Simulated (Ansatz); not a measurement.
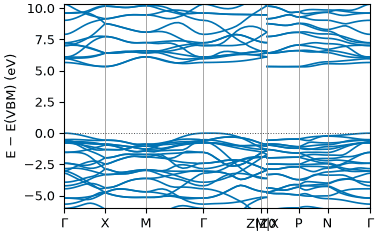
*Band structure from PBE in the plane-wave PAW code Ansatz*

The gap is 5.31 eV; an edge lies off the plotted path or next to a special point (maximum on the Γ–Z line, 14 % of the way from Γ, minimum off the standard path).

The material is HfSiO₄ in space group I4_1/amd (No. 141; Hf on 4a, Si on 4b, O on 16h).

The PBE relaxation kept the symmetry of its start. No spin polarisation was allowed. Spin–orbit coupling is left out wherever it is not named.

Potentials: the earlier of the program's two PAW sets.
